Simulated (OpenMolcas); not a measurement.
**Run report: InCl, geometry relaxation (part 1 of 2)**

InCl, SMILES [Cl][In], computed with CASSCF/ANO-RCC-VDZP, DKH2 (OpenMolcas 26.06).

The run did not end well. The geometry comes from this level: GFN2-xTB.

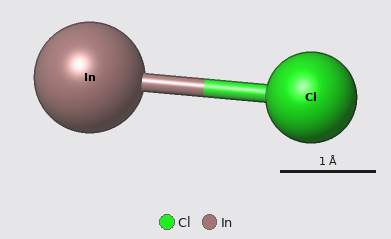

**Figure 1.** The structure as given in the input (ball-and-stick view, seen at a tilt). Sticks mark near contacts. Bond lengths as drawn: Cl–In 2.39 Å.

## Input file
```
>>> EXPORT MOLCAS_PRINT=2

&GATEWAY
  XBAS
  Cl.ANO-RCC-VDZP
  In.ANO-RCC-VDZP
  End of Basis
  ZMAT
  Cl1
  In2 1 2.38566
  End of ZMAT
>>> COPY $CurrDir/step2.RasOrb $Project.RasOrb
>>> EXPORT MOLCAS_MAXITER=40
>>> Do While

&SEWARD
  Relativistic = R02E00

&RASSCF
  FileOrb = $Project.RasOrb
  Spin = 1
  Nactel = 6 0 0
  Inactive = 30
  Ras2 = 6
  OrbListing = Nothing

&SLAPAF
>>> EndDo
>>> COPY $Project.Opt.xyz $CurrDir/final.xyz
>>> COPY $Project.slapaf.h5 $CurrDir/final.slapaf.h5

&MCKINLEY

&MCLR
  Thermochemistry
  1
  1.0
  298.15
  End of PT
```

Run on 1 thread of Arm Neoverse V1, 24 GiB of memory available, shared host.

Launched with:
```bash
export MOLCAS_MEM=1860
pymolcas step13.inp > step13.log
```

## Log
```
--- Start Module: gateway ---

                                              &GATEWAY

                       available to each process: 1.9 GB of memory, 1 thread

++    Symmetry information:
      ---------------------

                    Character Table for C1

                             E
                    a        1  x, y, xy, Rz, z, xz, Ry, yz, Rx, I
--

++    Basis set information:
      ----------------------

      Basis set label: CL.ANO-RCC...4S3P1D.

      Electronic valence basis set:
      ------------------
      Associated Effective Charge  17.000000 au
      Associated Actual Charge     17.000000 au
      Nuclear Model: Point charge

      Shell  nPrim  nBasis  Cartesian Spherical Contaminant
         s      17       4        X
         p      12       3        X
         d       5       1                 X

      Basis set label: IN.ANO-RCC...6S5P3D1F.

      Electronic valence basis set:
      ------------------
      Associated Effective Charge  49.000000 au
      Associated Actual Charge     49.000000 au
      Nuclear Model: Point charge

      Shell  nPrim  nBasis  Cartesian Spherical Contaminant
         s      22       6        X
         p      19       5        X
         d      13       3                 X
         f       5       1                 X
--

++    Molecular structure info:
      -------------------------

                    ************************************************
                    **** Cartesian Coordinates / bohr, angstrom ****
                    ************************************************

     Center  Label                x              y              z                     x              y              z
        1      CL1              0.000000       0.000000       0.000000              0.000000       0.000000       0.000000
        2      IN2              0.000000       0.000000       4.508244              0.000000       0.000000       2.385660
--

            Nuclear Potential Energy            184.77260648 au

--- Stop Module: gateway /rc=_RC_ALL_IS_WELL_ ---

>>> COPY step2.RasOrb step13.RasOrb

>>> EXPORT MOLCAS_MAXITER = 40

--- Start Module: seward ---

                                              &SEWARD

                       available to each process: 1.9 GB of memory, 1 thread

               SEWARD will generate:
                  Multipole Moment integrals up to order  2
                  Kinetic Energy integrals
                  Nuclear Attraction integrals (point charge)
                  One-Electron Hamiltonian integrals
                  Velocity integrals
                  Relativistic Douglas-Kroll-Hess integrals:
                    - Parametrization         : EXP
                    - DKH order of Hamiltonian: 2
                    - DKH order of Properties : 0
                         - multipole moment operators
                         - electric potential operators
                         - contact operators
                  Orbital angular momentum around (  0.0000   0.0000   3.4564 )
                  Velocity quadrupole around (  0.0000   0.0000   3.4564 )
                  Atomic mean-field integrals
                  Two-Electron Repulsion integrals

                   Integrals are discarded if absolute value <: 1.00E-14
                   Integral cutoff threshold is set to       <: 1.00E-16

            Nuclear Potential Energy            184.77260648 au

      Basis set specifications :
      Symmetry species         a
      Basis functions           61

--- Stop Module: seward /rc=_RC_ALL_IS_WELL_ ---
--- Module seward spent 4 seconds ---

--- Start Module: rasscf ---

                                              &RASSCF

                       available to each process: 1.9 GB of memory, 1 thread

      Header of the ONEINT file:
      --------------------------

      OrdInt status: non-squared

      Cartesian coordinates in angstrom:
      -----------------------------------------------------
      No.  Label        X            Y            Z
      -----------------------------------------------------
       1   CL1        0.00000000   0.00000000   0.00000000
       2   IN2        0.00000000   0.00000000   2.38566000
      -----------------------------------------------------
      Nuclear repulsion energy =  184.77260648

++    Wave function specifications:
      -----------------------------

      Number of closed shell electrons          60
      Number of electrons in active shells       6
      Max number of holes in RAS1 space          0
      Max nr of electrons in RAS3 space          0
      Number of inactive orbitals               30
      Number of active orbitals                  6
      Number of secondary orbitals              25
      Spin quantum number                      0.0
      State symmetry                             1
--

++    Orbital specifications:
      -----------------------

      Symmetry species                           1
                                                 a
      Frozen orbitals                            0
      Inactive orbitals                         30
      Active orbitals                            6
      RAS1 orbitals                              0
      RAS2 orbitals                              6
      RAS3 orbitals                              0
      Secondary orbitals                        25
      Deleted orbitals                           0
      Number of basis functions                 61
--

++    CI expansion specifications:
      ----------------------------

      Number of CSFs                           175
      Number of spin combinations              210
      Number of determinants                   400
      Number of root(s) required                 1
      Root chosen for geometry opt.              1
      CI root used                               1

      highest root included in the CI            1
      max. size of the explicit Hamiltonian    175
--

++    Optimization specifications:
      ----------------------------

      RASSCF algorithm: Conventional
      Maximum number of macro iterations       200
      Maximum number of SX iterations          100
      Threshold for RASSCF energy            1.000E-08
      Threshold for max MO rotation          1.000E-01
      Threshold for max BLB element          1.000E-04
      Level shift parameter                  5.000E-01
      Make Quasi-Newton update
--

      The MO-coefficients are taken from the file:
      step13.RasOrb
      Title: RASSCF average (pseudo-natural) orbitals

      Total molecular charge    0.00

      ************************************************************************************************************************
      *                                            Wave function control section                                             *
      ************************************************************************************************************************

                                         RASSCF iterations: Energy and convergence statistics
                                         ----------------------------------------------------

          iter iter root      energy       change     param      element    value   shift minimum  type update hh:mm:ss
 Nr of preliminary CI iterations:   1
      Total energies have been shifted. Add                -6000.00 au
        1   1   25    1  -338.10409094    0.00E+00   2.22E-01*  30  38 1 -3.95E-02*  0.08   0.00    SX    NO    0:00:00
        2   1   22    1  -338.11731335   -1.32E-02*  1.55E-01*  32  54 1  7.61E-03*  0.02   0.00    SX    NO    0:00:00
        3   1   19    1  -338.11872761   -1.41E-03* -1.79E-01*  30  38 1 -6.00E-03*  0.01   0.00    SX    NO    0:00:00
        4   1   18    1  -338.11917217   -4.45E-04*  1.49E-01*  33  43 1  1.96E-03*  0.00   0.00    SX    NO    0:00:00
        5   1   18    1  -338.11934710   -1.75E-04*  1.48E-01*  30  38 1 -9.05E-04*  0.00   2.50    LS   YES    0:00:00
        6   1   18    1  -338.11944235   -9.52E-05* -1.26E-01*  29  39 1 -1.61E-03*  0.00   1.60    QN   YES    0:00:00
        7   1   18    1  -338.11951757   -7.52E-05* -1.78E-01*  24  36 1  9.43E-04*  0.00   2.50    QN   YES    0:00:00
        8   1   21    1  -338.11964459   -1.27E-04* -3.08E-01*  24  36 1  1.61E-03*  0.00   2.50    QN   YES    0:00:00
        9   1   22    1  -338.11981768   -1.73E-04*  6.58E-02   24  36 1  2.72E-03*  0.00   1.31    QN   YES    0:00:00
       10   1   24    1  -338.11982682   -9.14E-06*  5.00E-02   29  39 1  3.52E-03*  0.00   0.75    QN   YES    0:00:00
       11   1   24    1  -338.11981653    1.03E-05* -1.93E-01*  29  39 1  4.38E-03*  0.00   0.27    SX   YES    0:00:00
       12   1   20    1  -338.12009960   -2.83E-04* -2.73E-01*  29  39 1  2.60E-03*  0.00   2.50    QN   YES    0:00:00
       13   1   18    1  -338.12052345   -4.24E-04*  1.48E-01*  29  34 1 -3.82E-03*  0.00   1.30    QN   YES    0:00:00
       14   1   19    1  -338.12033101    1.92E-04*  2.79E-01*  29  34 1 -3.68E-03*  0.00  -0.50    QN   YES    0:00:00
       15   1   17    1  -338.12072027   -3.89E-04*  3.06E-01*  26  53 1 -4.35E-03*  0.00   1.76    QN   YES    0:00:00
       16   1   17    1  -338.12083496   -1.15E-04* -1.07E-01*  26  53 1 -6.99E-03*  0.00   0.69    QN   YES    0:00:00
       17   1   16    1  -338.12101858   -1.84E-04* -1.59E-01*  29  54 1 -4.70E-03*  0.00   1.66    QN   YES    0:00:00
       18   1   16    1  -338.12115469   -1.36E-04*  1.90E-01*  31  45 1  2.09E-03*  0.00   1.72    QN   YES    0:00:00
       19   1   14    1  -338.12126896   -1.14E-04*  1.35E-01*  28  34 1 -3.84E-03*  0.00   1.28    QN   YES    0:00:00
       20   1   14    1  -338.12132326   -5.43E-05*  4.22E-02   28  34 1 -4.36E-03*  0.00   1.10    QN   YES    0:00:00
       21   1   14    1  -338.12135528   -3.20E-05* -4.86E-02   28  34 1 -2.72E-03*  0.00   1.37    QN   YES    0:00:00
       22   1   14    1  -338.12135609   -8.18E-07* -2.13E-02   28  34 1 -1.70E-03*  0.00   0.54    SX   YES    0:00:00
       23   1   13    1  -338.12137798   -2.19E-05* -1.29E-01*  28  34 1 -9.28E-04*  0.00   2.20    QN   YES    0:00:00
       24   1   13    1  -338.12141717   -3.92E-05* -1.53E-01*  29  54 1  1.17E-03*  0.00   1.51    QN   YES    0:00:00
       25   1   14    1  -338.12143938   -2.22E-05* -1.46E-02   28  34 1  2.96E-03*  0.00   0.83    QN   YES    0:00:00
       26   1   13    1  -338.12146122   -2.18E-05* -3.20E-02   28  34 1  1.73E-03*  0.00   2.48    QN   YES    0:00:00
       27   1   12    1  -338.12148931   -2.81E-05*  2.16E-02   28  56 1  5.95E-04*  0.00   1.05    QN   YES    0:00:00
       28   1   11    1  -338.12149161   -2.30E-06* -6.53E-03   28  34 1 -6.04E-04*  0.00   0.93    QN   YES    0:00:00
       29   1   10    1  -338.12149250   -8.95E-07* -2.71E-03   28  34 1 -1.68E-04*  0.00   1.14    QN   YES    0:00:00
       30   1    9    1  -338.12149283   -3.31E-07* -1.44E-03   30  38 1  4.57E-05   0.00   1.19    QN   YES    0:00:00
       31   1    8    1  -338.12149296   -1.26E-07*  2.27E-03   28  34 1  8.35E-05   0.00   1.64    QN   YES    0:00:00
       32   1    9    1  -338.12149308   -1.21E-07*  1.79E-03   28  34 1  8.10E-05   0.00   1.22    QN   YES    0:00:00
       33   1    9    1  -338.12149314   -6.25E-08*  1.57E-03   28  34 1  5.19E-05   0.00   1.65    QN   YES    0:00:00
       34   1    8    1  -338.12149319   -4.24E-08*  4.14E-04   30  38 1 -1.48E-05   0.00   1.23    QN   YES    0:00:00
       35   1    7    1  -338.12149320   -1.00E-08* -1.79E-04   28  34 1 -1.65E-05   0.00   1.26    QN   YES    0:00:00
       36   1    6    1  -338.12149320   -2.31E-09  -1.16E-04   28  34 1 -7.70E-06   0.00   1.16    QN   YES    0:00:00
      Convergence after 36 iterations
       37   1    6    1  -338.12149320   -4.57E-10  -1.16E-04   30  38 1  2.76E-06   0.00   1.16    QN   YES    0:00:00

      ************************************************************************************************************************
                                                      Wave function printout:
                       occupation of active orbitals, and spin coupling of open shells (u,d: Spin up or down)
      ************************************************************************************************************************
```
